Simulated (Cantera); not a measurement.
Charge: 1 mol PbS, 42 mol H2, at 0.000100 bar.

Cantera equilibrium calculation (NASA polynomials, part measured and part estimated; ideal gas, pure solids and liquids). Candidate condensed phases: Pb, PbS, S; 10 gas species. Gases not in the tables: S3 to S7. Rates play no part.

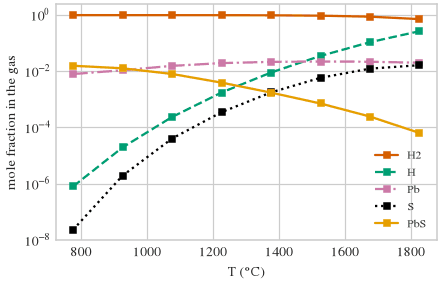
Fig. 1. Equilibrium gas composition (values under 1e-9 drawn at 1e-9)

From 777 °C to 1827 °C nothing is condensed. The main Pb-bearing gas is PbS at 777 °C and Pb at 1827 °C.
